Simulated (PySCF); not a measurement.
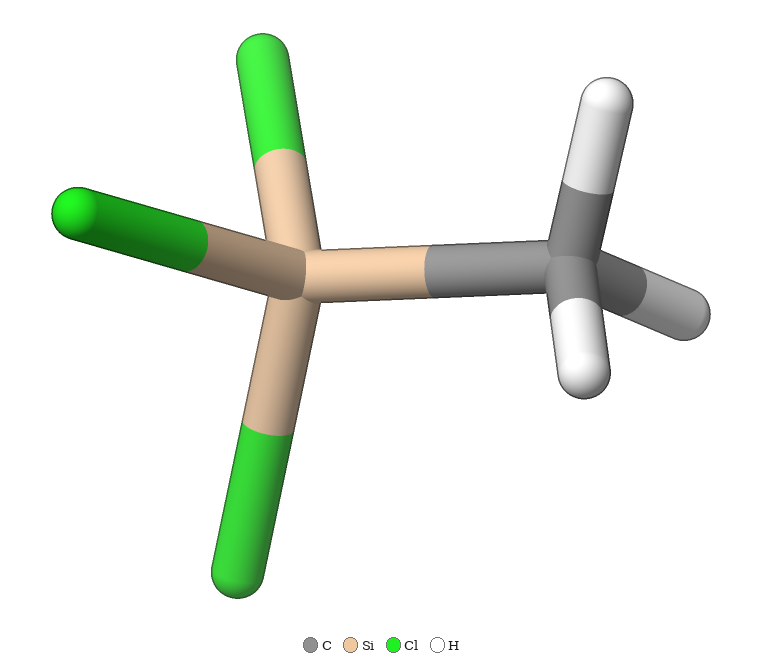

Computed geometry: PBE0-D3(BJ)/def2-SVP optimisation. No frequency run is at hand to confirm it as a minimum.

Give the structural formula.

SMILES: C[Si](Cl)(Cl)Cl

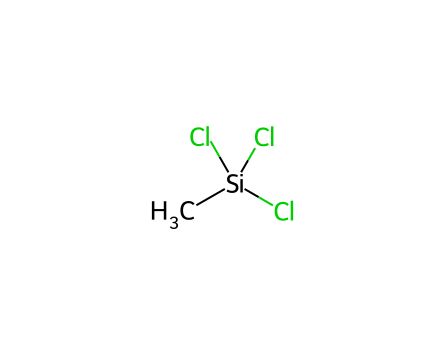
